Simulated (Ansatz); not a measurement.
ClH$_{13}$NSi$_{5}$···Cl

Input file:

```
crystal:
  periodic: [false, false, false]
  atoms:
    - {symbol: Si, position_ang: [-0.453582, -1.175657, 2.278534]}
    - {symbol: Cl, position_ang: [2.341548, 0.265705, 2.294907]}
    - {symbol: Cl, position_ang: [-2.434726, -1.702064, 2.082252]}
    - {symbol: H, position_ang: [0.801954, 0.603226, 1.769949]}
    - {symbol: N, position_ang: [-0.275047, 0.354986, 1.357930]}
    - {symbol: Si, position_ang: [-0.033744, 0.276529, -0.460026]}
    - {symbol: Si, position_ang: [-0.189040, 2.484516, -1.221273]}
    - {symbol: Si, position_ang: [-1.703945, -1.020022, -1.471386]}
    - {symbol: Si, position_ang: [2.089724, -0.605985, -0.922829]}
    - {symbol: H, position_ang: [-0.203869, -0.924963, 3.703921]}
    - {symbol: H, position_ang: [0.361953, -2.200850, 1.613689]}
    - {symbol: H, position_ang: [-0.962276, 1.050874, 1.637432]}
    - {symbol: H, position_ang: [0.014780, 2.480930, -2.692909]}
    - {symbol: H, position_ang: [0.842856, 3.328034, -0.565174]}
    - {symbol: H, position_ang: [-1.537684, 3.036716, -0.914011]}
    - {symbol: H, position_ang: [-1.490226, -0.871143, -2.936338]}
    - {symbol: H, position_ang: [-3.059003, -0.519918, -1.122264]}
    - {symbol: H, position_ang: [-1.584895, -2.453947, -1.103305]}
    - {symbol: H, position_ang: [1.961135, -0.938167, -2.375432]}
    - {symbol: H, position_ang: [2.347660, -1.864422, -0.186369]}
    - {symbol: H, position_ang: [3.166426, 0.395821, -0.767298]}
basis:
  gaussian: {orbitals: def2-TZVPP}
hamiltonian: {xc: pbe0, dispersion: d4}
output: {orbitals: {seedname: orbitals}}
```

Run with:

```sh
ansatz run in.yaml --threads 5 --pin off --events-out ev --progress --plain --max-ram 66560MiB --backend cuda --devices 0, --max-vram 37GiB
```

A transition-state structure; geometry: PBE0-D4/def2-TZVP.

Computed with RKS PBE0-D4/def2-TZVPP in Ansatz 0.2.0.

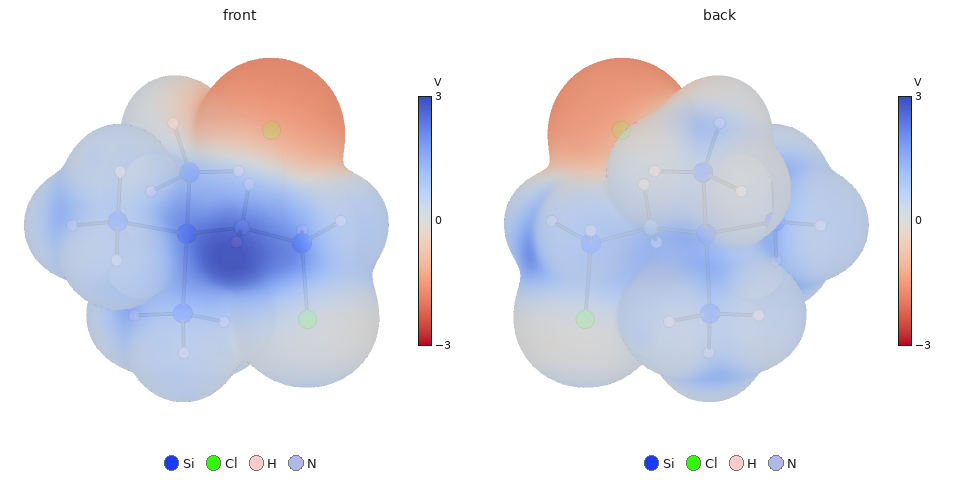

Figure 1. The electrostatic potential painted on the density surface at 0.002 e/bohr³, seen from the front and from behind; the colour scale runs from red (negative) to blue (positive).

### Where is the surface potential most negative and most positive?

The most negative region (about −1.6 V) lies over Cl2, the most positive (about +2.9 V) over H12.

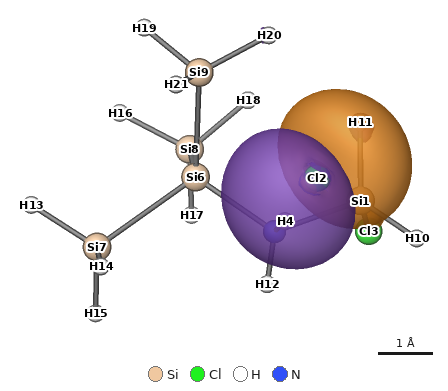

Figure 2. The HOMO−1 at ±0.08 Å⁻³ᐟ² (orange and purple are the two phases), seen from one side.

### Describe this orbital and give its energy.

It lies mainly on Cl2 (about 90 %); largely a lone pair of Cl2. Its energy is −7.53 eV.

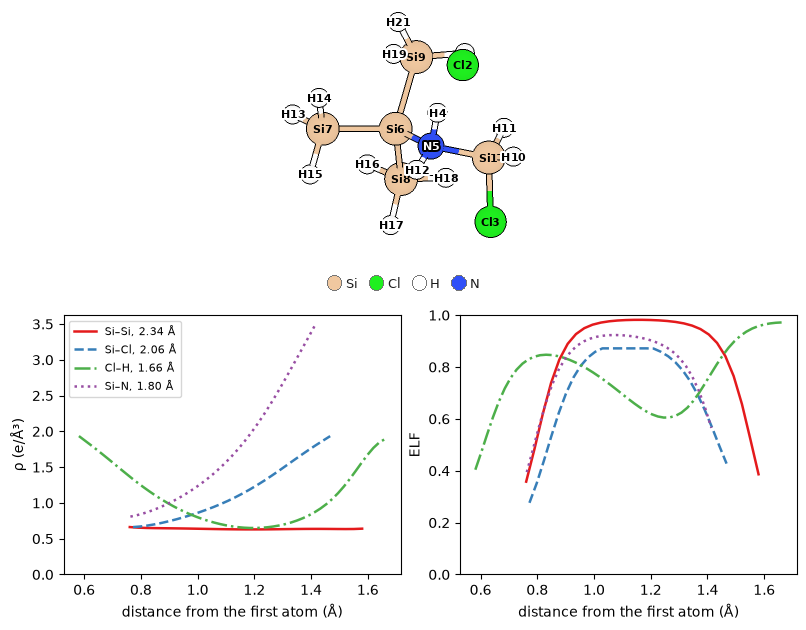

Figure 3. Electron density and ELF along straight lines between neighbouring atoms. The curves leave out the atomic cores. The structure is drawn too.

### What kind of bonding do the profiles show?

Si–Si (2.34 Å): the density is about 0.63 e/Å³ at the midpoint; the ELF peaks at about 1 between the atoms: localised, covalent bonding.
Si–Cl (2.06 Å): ρ is about 0.9 e/Å³ halfway; the ELF peaks at about 0.85 between the atoms; a polar covalent bond.
Cl2···H4 (1.66 Å): the density falls to about 0.65 e/Å³ on the way; the ELF climbs to about 0.90 towards the hydrogen, as it does in any bond to H: a closed-shell contact with the geometry of a hydrogen bond.
Si–N (1.80 Å): ρ is about 0.99 e/Å³ halfway; the ELF peaks at about 0.90 between the atoms: a polar covalent bond.
